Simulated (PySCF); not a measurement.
C3H8BClSi

```xyz
14

B     2.0915    1.1883   -0.0417
Si    1.3080   -0.5409    0.4219
C    -0.2675   -0.8126   -0.6778
C    -1.2392    0.2790   -0.4705
C    -2.2383    0.2744    0.4001
Cl   -2.5793   -1.0727    1.4229
H     3.0175    1.2814   -0.7509
H     1.6310    2.1898    0.3522
H     2.1192   -1.7457    0.1587
H     0.8472   -0.6935    1.8122
H    -0.7096   -1.7706   -0.4119
H     0.0345   -0.8537   -1.7236
H    -1.0963    1.1789   -1.0544
H    -2.9194    1.0975    0.5407
```

Geometry: GFN2-xTB.

Theory: PBE0/def2-SVPD, SCF density, gas phase in PySCF.

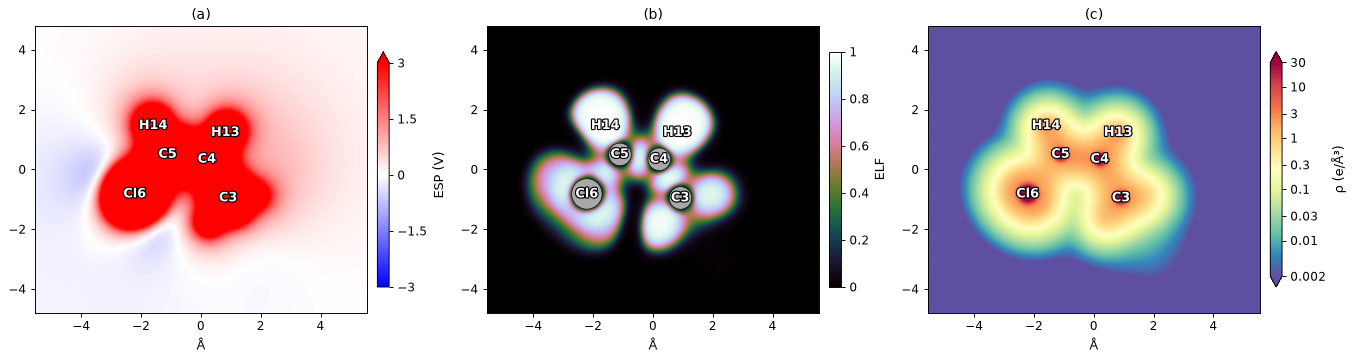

Figure 1. (a) molecular electrostatic potential; (b) ELF; (c) total electron density on the plane of atoms C4, C5 and H14. Grey discs cover the atomic cores in the ELF map.

> Interpret the plot.

The plane passes through C, Cl and H nuclei. C–C (1.33 Å): the density is about 2.3 e/Å³ at the midpoint; the ELF peaks at about 0.90 between the atoms; a short, multiple covalent bond. C–Cl (1.73 Å): the density is about 1.5 e/Å³ at the midpoint; the ELF peaks at about 0.90 between the atoms: a covalent bond. C–H (1.08 Å): the density is about 2 e/Å³ at the midpoint; the ELF climbs to about 1 towards the hydrogen, as it does in any bond to H; a covalent bond by its length. C–C (1.48 Å): ρ at the midpoint is about 1.8 e/Å³; the ELF peaks at about 0.95 between the atoms: a shared electron pair. The ELF also peaks beside Cl6, away from the bonds: lone-pair regions. Outside the dense part of the molecule the potential is most negative (−0.6 V) near Cl6.

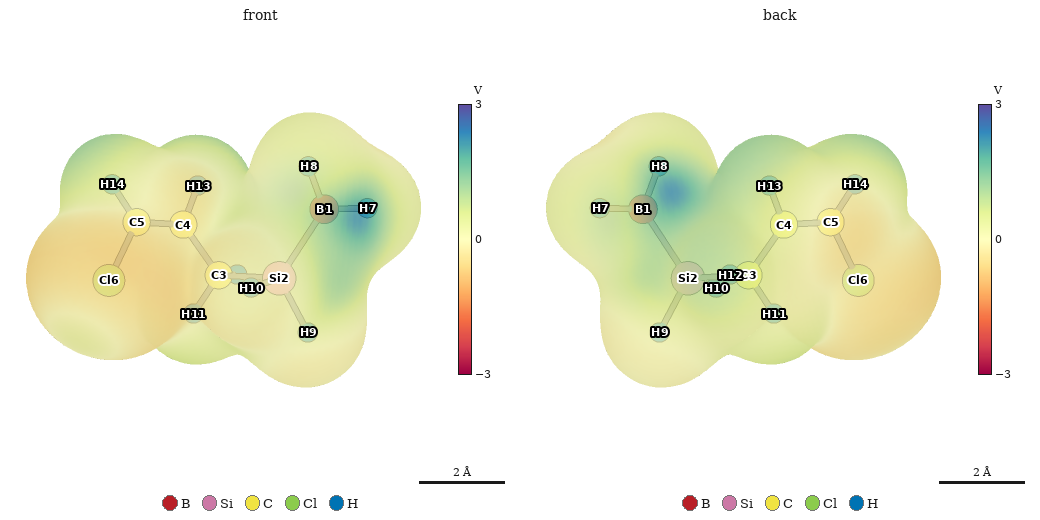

Figure 2. The electrostatic potential painted on the density surface at 0.002 e/bohr³, seen from the front and from behind; the colour scale runs from red (negative) to blue (positive).

> Describe the electrostatic potential map.

The most negative region (about −0.7 V) lies over Cl6, the most positive (about +2.2 V) over B1. Cl6 shows a σ-hole: about +0.3 V at the tip opposite its bond, against about −0.4 V on its flanks.

> How polar is the molecule by this calculation?

Its dipole moment is 1.91 D.
